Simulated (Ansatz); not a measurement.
## Profile along the Sn–Mg line in Mg2Sn (antifluorite type, space group Fm-3m)

Mg2Sn (antifluorite type, space group Fm-3m)

```cif
data_Mg8Sn4
_chemical_formula_sum 'Sn4 Mg8'
_space_group_name_H-M_alt 'Fm-3m'
_space_group_IT_number 225
_space_group_name_Hall '-F 4 2 3'
_cell_length_a 6.74604
_cell_length_b 6.74604
_cell_length_c 6.74604
_cell_angle_alpha 90.000
_cell_angle_beta 90.000
_cell_angle_gamma 90.000
loop_
_atom_site_label
_atom_site_type_symbol
_atom_site_symmetry_multiplicity
_atom_site_Wyckoff_symbol
_atom_site_fract_x
_atom_site_fract_y
_atom_site_fract_z
_atom_site_occupancy
Sn1 Sn 4 a 0.00000 0.00000 0.00000 1
Mg1 Mg 8 c 0.25000 0.25000 0.25000 1
```
(The calculation used a cell of 3 atoms; values per cell refer to that cell.)

Fields along a shortest Sn–Mg line of a {110} plane (2.92 Å), from Sn to Mg, interpolated on the slice's grid (step about 0.3 Å). Level of theory: PBEsol (plane waves to 420 eV, PAW, scalar-relativistic; Ansatz, a quantum-chemistry and plane-wave program). k mesh 12×12×12. Inside the PAW spheres the values are not all-electron values, and peaks at nuclei hang on which shells count as valence. At this level the bands of Mg2Sn touch or barely overlap; measurements give the solid a gap. Mg2Sn was relaxed with its symmetry unable to fall.

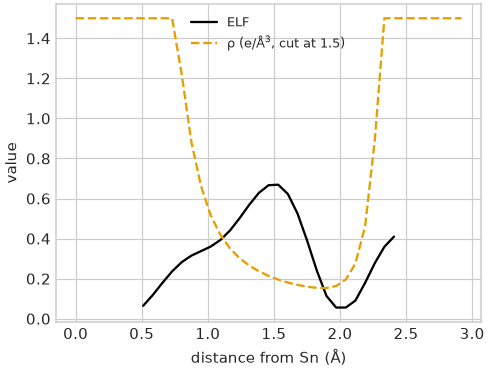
Fig. 1. ELF (away from the nuclei) and valence density from Sn to Mg.

Density on the Sn–Mg line (2.92 Å) at its density minimum, 1.9 Å from Sn: 0.15 e/Å³. ELF at that point: 0.11. ELF maximum in the middle third of the Sn–Mg line: 0.67, 1.5 Å from Sn.
